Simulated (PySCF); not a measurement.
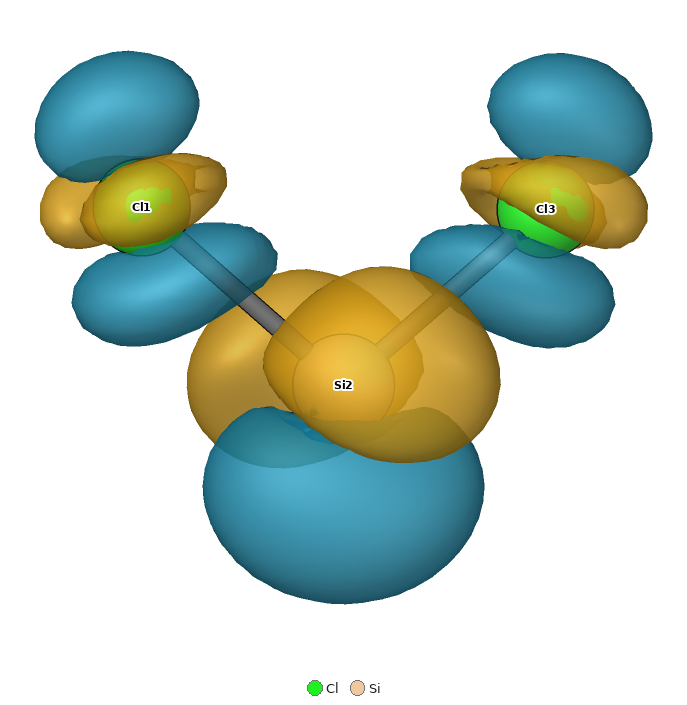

Figure 1: Cl2Si, SMILES `Cl[Si]Cl`. Dual descriptor f⁺ − f⁻ at ±0.03 e/Å³ (yellow positive, teal negative).

Level of theory: CAM-B3LYP/6-311+G** (PySCF), at a geometry from GFN2-xTB. No frequency check shows the geometry to be a minimum. GFN2-xTB bond lengths at metals and heavier atoms can be off by up to 0.1 Å and shapes distorted, which carries into these values.

Input

```python
import numpy as np
from pyscf import gto, scf, dft
from pyscf.scf import atom_ks, atom_hf
from scipy.linalg import block_diag

def solve(mol, dm0=None, hcore=None):
    mf = (dft.UKS if mol.spin else dft.RKS)(mol, xc='camb3lyp')
    mf.grids.level = 3
    mf = mf.density_fit(auxbasis='def2-universal-jkfit')
    mf.conv_tol, mf.max_cycle = 1e-8, 80
    if hcore is not None:
        mf.get_hcore = lambda *args: hcore
    mf.kernel(dm0)
    if not mf.converged:
        mf = mf.newton().run(mf.mo_coeff, mf.mo_occ, max_cycle=30)
    assert mf.converged, 'SCF not converged'
    return mf

mol = gto.M(atom='''
Cl     1.58440    -0.38037     0.00000
Si     0.00005     0.92372     0.00000
Cl    -1.58445    -0.38034     0.00000
''', basis='6-311+g**', charge=0, spin=0, verbose=4)
mf = solve(mol)
out = dict(e0=mf.e_tot, dm0=mf.make_rdm1(), c=mf.mo_coeff, occ=mf.mo_occ, eps=mf.mo_energy)
for name, dq, spin in [('cation', 1, 1), ('anion', -1, 1)]:
    ion = mol.copy().set(charge=mol.charge + dq, spin=spin).build()
    mi = solve(ion)
    if spin and dq > 0 and mol.nao < 130:
        c, _, stable, _ = mi.stability(return_status=True)
        if not stable:
            mi = solve(ion, mi.make_rdm1(c, mi.mo_occ))
    print(name, 'vertical energy change / eV', (mi.e_tot - mf.e_tot) * 27.211386)
    out.update({'e_' + name: mi.e_tot, 'dm_' + name: mi.make_rdm1(), 's2_' + name: mi.spin_square()[0], 'eps_' + name: mi.mo_energy, 'occ_' + name: mi.mo_occ})
# spherically averaged free atoms, for the promolecule
atm = atom_ks.get_atm_nrks(mol, xc='camb3lyp')
pro = block_diag(*[(atm[a[0]][2] * atm[a[0]][3]) @ atm[a[0]][2].T for a in mol._atom])
np.savez('result.npz', pro=pro, **out)
```

Run with:

```sh
OMP_NUM_THREADS=1 python input.py
```

The run took 17 s on 1 thread of AMD EPYC 9R45 96-Core Processor (Zen 5) (shared host), peak memory 0.44 GiB.

Partitions, critical points and surface values were worked out afterwards from this run's density.

**Which atoms come out as electrophilic, and which as nucleophilic?**

Electrophilic (positive): Si2 (+0.16). Nucleophilic (negative): Cl1 and Cl3 (−0.08). f⁻ (Hirshfeld-condensed) is largest on Si2 (0.48); the vertical ionisation energy is 10.17 eV. f⁺ (Hirshfeld-condensed) is largest on Si2 (0.64); the vertical electron affinity is 1.10 eV (the stability of the anion's solution wasn't checked).
